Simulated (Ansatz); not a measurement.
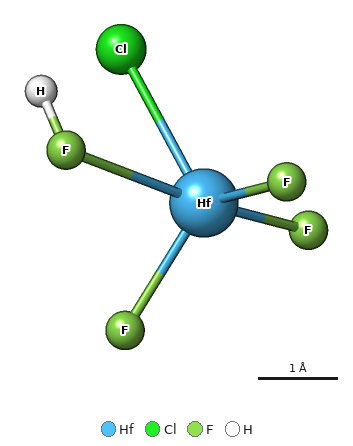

Figure 1. The input geometry (ball-and-stick view, seen at a tilt). Sticks mark near contacts.

HfHClF₄: nudged elastic band

System: HfHClF₄.
Method: RKS PBE0-D4/def2-SVP (Ansatz 0.2.0).

It belongs to a series of runs on one base structure; here: band between the two ends.

### What the program printed
```
Engine: ansatz 0.2.0, aarch64-unknown-linux-gnu
Functional definition: PBE0
  parameter a = 0.25
  parameter kappa = 0.804
  parameter beta = 0.06672455060314922
  exchange = (1 - a)*pbe_x(kappa = kappa, mu = beta*pi^2/3) + a*exact_x
  correlation = pbe_c(beta = beta)
1119 factors; integrals over basis functions are off by at most 3.1e-4 eV
mean field evaluation 1: about -24689.0544 eV, gradient 6.3e1 eV
mean field evaluation 2: about -24664.3645 eV, gradient 1.4e2 eV
mean field evaluation 4: about -24695.4327 eV, gradient 4.7e0 eV
mean field evaluation 8: about -24695.5189 eV, gradient 1.1e-1 eV
mean field evaluation 16: about -24695.5189 eV, gradient 5.7e-5 eV
mean field -24695.51895000 eV, -907.5435821884 hartree, gradient 5.7e-5 eV, S^2 0.000000; 0 other end points of the search recorded, 0 dependent functions left out
the calculation of the forces begins
reference -24695.51900762 eV, -907.5435843062 hartree; 33, 33 occupied and 78, 78 virtual orbitals, 1119 factors
1121 factors; integrals over basis functions are off by at most 1.4e-3 eV
mean field evaluation 32: about -24695.2776 eV, gradient 3.8e-5 eV
mean field -24695.27756830 eV, -907.5347115746 hartree, gradient 7.0e-6 eV, S^2 0.000000; 0 other end points of the search recorded, 0 dependent functions left out
[... from here on the field's lines of each further geometry are left out, up to the last ...]
NEB iter   1: max|band force component| = 4.804e0 eV/Å  barrier→ = 2.4370 eV  barrier← = 2.1818 eV  Δτ_max = 0.2000 Å  (324 SCF iters)
NEB iter   2: max|band force component| = 2.649e0 eV/Å  barrier→ = 0.8344 eV  barrier← = 0.5792 eV  Δτ_max = 0.2000 Å  (317 SCF iters)
NEB iter   3: max|band force component| = 3.004e0 eV/Å  barrier→ = 0.7164 eV  barrier← = 0.4612 eV  Δτ_max = 0.1000 Å  (306 SCF iters)
NEB iter   4: max|band force component| = 8.151e-1 eV/Å  barrier→ = 0.4215 eV  barrier← = 0.1663 eV  Δτ_max = 0.1954 Å  (277 SCF iters)
NEB iter   5: max|band force component| = 7.506e-1 eV/Å  barrier→ = 0.3839 eV  barrier← = 0.1287 eV  Δτ_max = 0.2000 Å  (283 SCF iters)
NEB iter   6: max|band force component| = 9.563e-1 eV/Å  barrier→ = 0.4376 eV  barrier← = 0.1824 eV  Δτ_max = 0.1013 Å  (283 SCF iters)
NEB iter   7: max|band force component| = 1.234e0 eV/Å  barrier→ = 0.4782 eV  barrier← = 0.2230 eV  Δτ_max = 0.0504 Å  (266 SCF iters)
NEB iter   8: max|band force component| = 8.909e-1 eV/Å  barrier→ = 0.4477 eV  barrier← = 0.1925 eV  Δτ_max = 0.1011 Å  (271 SCF iters)
NEB iter   9: max|band force component| = 1.313e0 eV/Å  barrier→ = 0.3757 eV  barrier← = 0.1205 eV  Δτ_max = 0.0496 Å  (275 SCF iters)
NEB iter  10: max|band force component| = 2.428e-1 eV/Å  barrier→ = 0.3503 eV  barrier← = 0.0951 eV  CI = image 4  Δτ_max = 0.0744 Å  (260 SCF iters)
NEB iter  11: max|band force component| = 1.491e-1 eV/Å  barrier→ = 0.3464 eV  barrier← = 0.0912 eV  CI = image 4  Δτ_max = 0.0148 Å  (260 SCF iters)
the calculation of the forces begins
reference -24695.27013352 eV, -907.5344383516 hartree; 33, 33 occupied and 78, 78 virtual orbitals, 1123 factors
1122 factors; integrals over basis functions are off by at most 1.0e-3 eV
mean field -24695.17330981 eV, -907.5308801457 hartree, gradient 1.9e-5 eV, S^2 0.000000; 1 other end points of the search recorded, 0 dependent functions left out
the calculation of the forces begins
reference -24695.17336662 eV, -907.5308822337 hartree; 33, 33 occupied and 78, 78 virtual orbitals, 1122 factors
NEB iter  12: max|band force component| = 3.053e-2 eV/Å  barrier→ = 0.3463 eV  barrier← = 0.0911 eV  CI = image 4  Δτ_max = 0.0000 Å  (506 SCF iters)
```

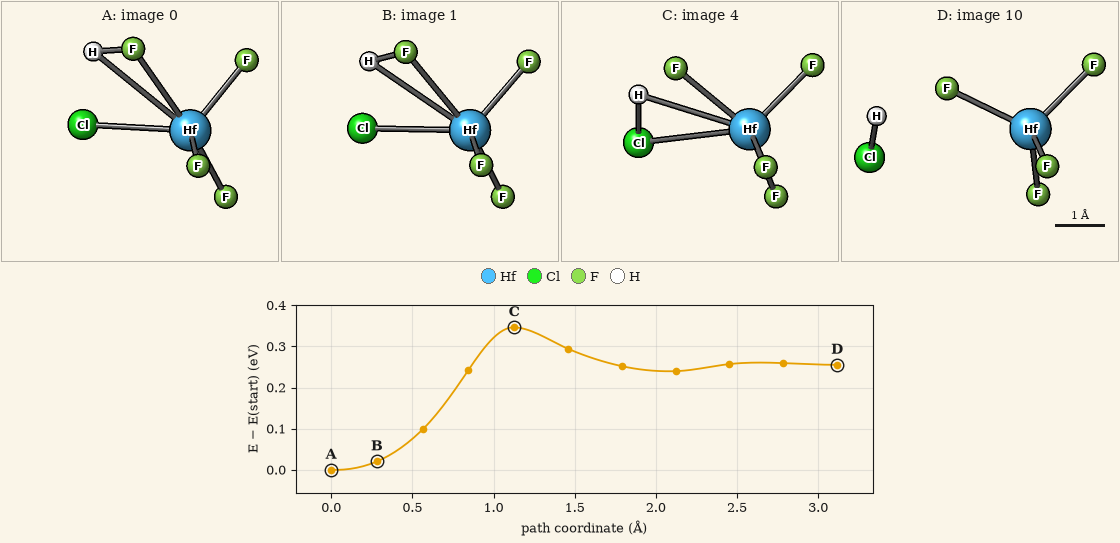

Figure 2. Images of the last band (counted from 0; ball-and-stick, seen at a tilt) above the energy along the path; the line is a cubic interpolation that uses the forces. The highest image is number 4, 0.346 eV above the start and 0.091 eV above the end (the climbing image); the end lies 0.255 eV above the start. The path is 3.12 Å long. The band converged in 12 iterations.

```
Total energy: -24695.29394972 eV, -907.5353135809 hartree
Atom 0 at    -0.358824    -0.000007    -0.060225 Å, force    -0.020905     0.000001     0.021368 eV/Å
Atom 1 at    -0.020312     0.000137     2.611931 Å, force    -0.007266     0.000005    -0.010873 eV/Å
Atom 2 at     1.545724    -0.000087    -0.025395 Å, force    -0.005370    -0.000005     0.003486 eV/Å
Atom 3 at    -0.716571     1.546717    -1.092159 Å, force     0.000203     0.000164    -0.000348 eV/Å
Atom 4 at    -0.716610    -1.546653    -1.092265 Å, force     0.000198    -0.000159    -0.000352 eV/Å
Atom 5 at    -2.102168    -0.000113     1.048116 Å, force     0.021952    -0.000011    -0.016983 eV/Å
Atom 6 at    -1.372338     0.000006     2.152496 Å, force     0.011188     0.000004     0.003702 eV/Å
Dipole moment:    -0.156003     0.000016     0.378201 e Å
this run last wrote the band of iteration 12 to [file]
```

### The last band as extended XYZ (Å, eV, eV/Å)
```
7
Properties=species:S:1:pos:R:3:forces:R:3 image=0 energy=-24695.64019
Hf   -0.0565    0.0000    0.0686    0.0248   0.0000  -0.0166
Cl    0.1828    0.0000    2.4689   -0.0072   0.0000   0.0297
F     1.7662    0.0000   -0.4497   -0.0099   0.0000   0.0021
F    -0.6919    1.6009   -0.7356   -0.0085   0.0020  -0.0089
F    -0.6919   -1.6009   -0.7356   -0.0085  -0.0020  -0.0089
F    -2.2421    0.0000    1.0064   -0.0047   0.0000  -0.0269
H    -2.0076    0.0000    1.9196    0.0142   0.0000   0.0296
7
Properties=species:S:1:pos:R:3:forces:R:3 image=1 energy=-24695.61976
Hf   -0.1163    0.0000    0.0492    0.0447  -0.0005   0.0178
Cl    0.1259    0.0000    2.4828    0.0277   0.0003  -0.0173
F     1.7397    0.0000   -0.3186    0.0312   0.0000  -0.0801
F    -0.7067    1.5695   -0.8424    0.0021   0.0138   0.0628
F    -0.7067   -1.5694   -0.8424    0.0023  -0.0137   0.0628
F    -2.2252   -0.0002    1.0659   -0.0195   0.0005  -0.0304
H    -1.8517    0.0002    1.9480   -0.0885  -0.0004  -0.0155
7
Properties=species:S:1:pos:R:3:forces:R:3 image=2 energy=-24695.54186
Hf   -0.1925    0.0000    0.0251    0.1187   0.0000   0.0592
Cl    0.0826    0.0001    2.5051    0.0864   0.0000  -0.0771
F     1.6843   -0.0001   -0.1884    0.1003   0.0000  -0.1562
F    -0.7122    1.5455   -0.9467   -0.0034   0.0105   0.1265
F    -0.7122   -1.5454   -0.9468   -0.0033  -0.0105   0.1265
F    -2.1911   -0.0001    1.1190   -0.0776   0.0001  -0.0208
H    -1.7000    0.0000    1.9751   -0.2211  -0.0001  -0.0581
7
Properties=species:S:1:pos:R:3:forces:R:3 image=3 energy=-24695.39759
Hf   -0.2799    0.0000   -0.0119    0.1664   0.0000   0.1239
Cl    0.0284    0.0001    2.5531    0.1249   0.0000  -0.1479
F     1.6087   -0.0001   -0.0841    0.1324   0.0000  -0.1493
F    -0.7142    1.5371   -1.0351   -0.0077  -0.0230   0.1313
F    -0.7143   -1.5370   -1.0352   -0.0077   0.0231   0.1314
F    -2.1352   -0.0001    1.1325   -0.0640   0.0000   0.1963
H    -1.5345    0.0000    2.0233   -0.3443  -0.0001  -0.2858
7
Properties=species:S:1:pos:R:3:forces:R:3 image=4 energy=-24695.29389
Hf   -0.3588    0.0000   -0.0602   -0.0209   0.0000   0.0214
Cl   -0.0203    0.0001    2.6119   -0.0073   0.0000  -0.0109
F     1.5457   -0.0001   -0.0254   -0.0054   0.0000   0.0035
F    -0.7166    1.5467   -1.0922    0.0002   0.0002  -0.0003
F    -0.7166   -1.5467   -1.0923    0.0002  -0.0002  -0.0004
F    -2.1022   -0.0001    1.0481    0.0220   0.0000  -0.0170
H    -1.3723    0.0000    2.1525    0.0112   0.0000   0.0037
7
Properties=species:S:1:pos:R:3:forces:R:3 image=5 energy=-24695.34597
Hf   -0.4164    0.0000   -0.1321   -0.0437   0.0000  -0.0358
Cl   -0.0012    0.0001    2.6618    0.0040   0.0000   0.0336
F     1.4905   -0.0001    0.0426   -0.0204   0.0000   0.0338
F    -0.7132    1.5485   -1.1836    0.0091  -0.0005  -0.0451
F    -0.7132   -1.5484   -1.1837    0.0091   0.0006  -0.0451
F    -2.0869   -0.0001    0.9441   -0.0056   0.0000  -0.0624
H    -1.3006    0.0000    2.3935    0.0475   0.0000   0.1210
7
Properties=species:S:1:pos:R:3:forces:R:3 image=6 energy=-24695.38822
Hf   -0.4442    0.0000   -0.2008    0.0005   0.0000  -0.0268
Cl    0.0094    0.0001    2.6840    0.0098   0.0000   0.0074
F     1.4508   -0.0001    0.1011   -0.0111   0.0000   0.0135
F    -0.6905    1.5404   -1.2808    0.0034   0.0014  -0.0246
F    -0.6906   -1.5403   -1.2809    0.0034  -0.0013  -0.0246
F    -2.0859   -0.0001    0.8588   -0.0038   0.0000  -0.0160
H    -1.2902    0.0001    2.6612   -0.0022   0.0000   0.0712
7
Properties=species:S:1:pos:R:3:forces:R:3 image=7 energy=-24695.40039
Hf   -0.4598    0.0001   -0.2699    0.0310  -0.0001  -0.0013
Cl   -0.0077   -0.0005    2.7117    0.0168  -0.0001  -0.0190
F     1.4109    0.0004    0.1642   -0.0198   0.0001  -0.0084
F    -0.6532    1.5297   -1.3786   -0.0027  -0.0021   0.0104
F    -0.6532   -1.5300   -1.3778   -0.0026   0.0021   0.0105
F    -2.0963    0.0006    0.7670    0.0070   0.0001   0.0070
H    -1.2819   -0.0002    2.9258   -0.0297   0.0000   0.0009
7
Properties=species:S:1:pos:R:3:forces:R:3 image=8 energy=-24695.38316
Hf   -0.4532    0.0000   -0.3718    0.0014   0.0000   0.0131
Cl   -0.0310   -0.0001    2.9648    0.0039   0.0000  -0.0356
F     1.3756    0.0001    0.1764    0.0058   0.0000   0.0007
F    -0.6597    1.5266   -1.4823    0.0030  -0.0001   0.0096
F    -0.6597   -1.5267   -1.4821    0.0030   0.0001   0.0096
F    -1.9918    0.0001    0.7894   -0.0138   0.0000  -0.0038
H    -1.3213    0.0000    2.9480   -0.0033   0.0000   0.0064
7
Properties=species:S:1:pos:R:3:forces:R:3 image=9 energy=-24695.38086
Hf   -0.4512    0.0000   -0.4627   -0.0008   0.0000  -0.0032
Cl   -0.0809   -0.0001    3.2377   -0.0021   0.0000   0.0126
F     1.3386    0.0000    0.1815   -0.0012   0.0000  -0.0010
F    -0.6656    1.5366   -1.5587   -0.0012   0.0006  -0.0032
F    -0.6655   -1.5367   -1.5586   -0.0012  -0.0006  -0.0032
F    -1.8927    0.0001    0.8105    0.0051   0.0000   0.0013
H    -1.3238    0.0000    2.8928    0.0014   0.0000  -0.0032
7
Properties=species:S:1:pos:R:3:forces:R:3 image=10 energy=-24695.38500
Hf   -0.4450    0.0000   -0.5251    0.0192   0.0000  -0.0079
Cl   -0.1887    0.0000    3.4964   -0.0083   0.0000  -0.0043
F     1.3302    0.0000    0.1498   -0.0046   0.0000  -0.0026
F    -0.6830    1.5412   -1.6096   -0.0015   0.0059  -0.0014
F    -0.6830   -1.5412   -1.6096   -0.0015  -0.0059  -0.0014
F    -1.7966    0.0000    0.8420   -0.0098   0.0000   0.0100
H    -1.2750    0.0000    2.7985    0.0065   0.0000   0.0076
```

The run was set up as follows.

### Input file
```yaml
crystal:
  periodic: [false, false, false]
  atoms:
    - { symbol: Hf, position_ang: [-0.056547, 0.0, 0.068625] }
    - { symbol: Cl, position_ang: [0.182828, 0.0, 2.468864] }
    - { symbol: F, position_ang: [1.766245, 0.0, -0.449718] }
    - { symbol: F, position_ang: [-0.691923, 1.600869, -0.735642] }
    - { symbol: F, position_ang: [-0.691922, -1.600869, -0.735641] }
    - { symbol: F, position_ang: [-2.242147, 1.0e-06, 1.006402] }
    - { symbol: H, position_ang: [-2.007633, -1.0e-06, 1.919609] }
basis:
  gaussian: { orbitals: def2-SVP }
hamiltonian:
  xc: pbe0
  dispersion: d4
neb:
  order_check: false
  images: 9
  f_tol: 0.05
  max_iterations: 46
  final_atoms:
    - { symbol: Hf, position_ang: [-0.44495433, 2.0e-08, -0.52513306] }
    - { symbol: Cl, position_ang: [-0.18872413, -1.0e-08, 3.49641803] }
    - { symbol: F, position_ang: [1.33023443, 1.5e-07, 0.14982444] }
    - { symbol: F, position_ang: [-0.68303634, 1.54117901, -1.60956377] }
    - { symbol: F, position_ang: [-0.6830361, -1.54117899, -1.6095638] }
    - { symbol: F, position_ang: [-1.79660104, -1.0e-07, 0.84198691] }
    - { symbol: H, position_ang: [-1.27498148, -8.0e-08, 2.79853024] }
  initial_path:
    images:
      - { positions_ang: [[-0.056547, 0.0, 0.068625], [0.182828, 0.0, 2.468864], [1.766245, 0.0, -0.449718], [-0.691923, 1.600869, -0.735642], [-0.691922, -1.600869, -0.735641], [-2.242147, 1.0e-06, 1.006402], [-2.007633, -1.0e-06, 1.919609]] }
      - { positions_ang: [[-0.04274028, 0.0, 0.0576042], [0.13440773, 3.0e-08, 2.55161595], [1.79209353, 3.0e-08, -0.47955219], [-0.73420584, 1.60383519, -0.72229183], [-0.73420499, -1.60383521, -0.72229101], [-2.22741999, 7.8e-07, 0.94074085], [-1.92902917, -8.1e-07, 1.91667304]] }
      - { positions_ang: [[-0.02893356, 1.0e-08, 0.0465834], [0.08598747, 5.0e-08, 2.63436789], [1.81794206, 6.0e-08, -0.50938637], [-0.77648867, 1.60680137, -0.70894167], [-0.77648798, -1.60680143, -0.70894102], [-2.21269298, 5.5e-07, 0.8750797], [-1.85042534, -6.1e-07, 1.91373707]] }
      - { positions_ang: [[-0.01512684, 1.0e-08, 0.0355626], [0.0375672, 8.0e-08, 2.71711984], [1.84379059, 8.0e-08, -0.53922056], [-0.81877151, 1.60976756, -0.6955915], [-0.81877097, -1.60976764, -0.69559103], [-2.19796597, 3.3e-07, 0.80941855], [-1.7718215, -4.2e-07, 1.91080111]] }
      - { positions_ang: [[-0.00132013, 2.0e-08, 0.02454179], [-0.01085306, 1.0e-07, 2.79987178], [1.86963912, 1.1e-07, -0.56905475], [-0.86105435, 1.61273374, -0.68224134], [-0.86105396, -1.61273386, -0.68224104], [-2.18323896, 1.1e-07, 0.74375741], [-1.69321767, -2.2e-07, 1.90786514]] }
      - { positions_ang: [[0.01248659, 2.0e-08, 0.01352099], [-0.05927333, 1.3e-07, 2.88262373], [1.89548765, 1.4e-07, -0.59888893], [-0.90333718, 1.61569993, -0.66889117], [-0.90333694, -1.61570007, -0.66889105], [-2.16851194, -1.1e-07, 0.67809626], [-1.61461384, -3.0e-08, 1.90492918]] }
      - { positions_ang: [[-0.07900159, 2.0e-08, -0.09420982], [-0.08516349, 1.0e-07, 3.00538259], [1.78243701, 1.4e-07, -0.44914626], [-0.85927702, 1.60079574, -0.85702569], [-0.85927678, -1.60079586, -0.8570256], [-2.09412976, -1.1e-07, 0.71087439], [-1.54668737, -4.0e-08, 2.08364939]] }
      - { positions_ang: [[-0.17048978, 2.0e-08, -0.20194063], [-0.11105365, 7.0e-08, 3.12814145], [1.66938636, 1.4e-07, -0.29940358], [-0.81521685, 1.58589156, -1.04516021], [-0.81521661, -1.58589164, -1.04516015], [-2.01974758, -1.1e-07, 0.74365252], [-1.4787609, -5.0e-08, 2.2623696]] }
      - { positions_ang: [[-0.26197796, 2.0e-08, -0.30967144], [-0.13694381, 5.0e-08, 3.25090031], [1.55633572, 1.4e-07, -0.14966091], [-0.77115668, 1.57098738, -1.23329473], [-0.77115644, -1.57098742, -1.2332947], [-1.9453654, -1.1e-07, 0.77643065], [-1.41083443, -6.0e-08, 2.44108981]] }
      - { positions_ang: [[-0.35346615, 2.0e-08, -0.41740225], [-0.16283397, 2.0e-08, 3.37365917], [1.44328507, 1.5e-07, 8.177e-05], [-0.72709651, 1.5560832, -1.42142925], [-0.72709627, -1.5560832, -1.42142925], [-1.87098322, -1.0e-07, 0.80920878], [-1.34290795, -7.0e-08, 2.61981002]] }
      - { positions_ang: [[-0.44495433, 2.0e-08, -0.52513306], [-0.18872413, -1.0e-08, 3.49641803], [1.33023443, 1.5e-07, 0.14982444], [-0.68303634, 1.54117901, -1.60956377], [-0.6830361, -1.54117899, -1.6095638], [-1.79660104, -1.0e-07, 0.84198691], [-1.27498148, -8.0e-08, 2.79853024]] }
```

Run as:
```bash
ansatz run input.yaml --threads 2 --pin off --max-ram 3072MiB --backend cpu --events-out ev --progress --plain --runs-dir out
```

### Summary

- outcome: converged
- barrier, forward: 0.346 eV
- barrier, backward: 0.091 eV
- hardware: 2 threads of Arm Neoverse V2, 24 GiB of memory available, shared host
- wall time: 5.7 min (CPU time 11 min)
- peak memory: 0.26 GiB

The order of the saddle point was not checked.
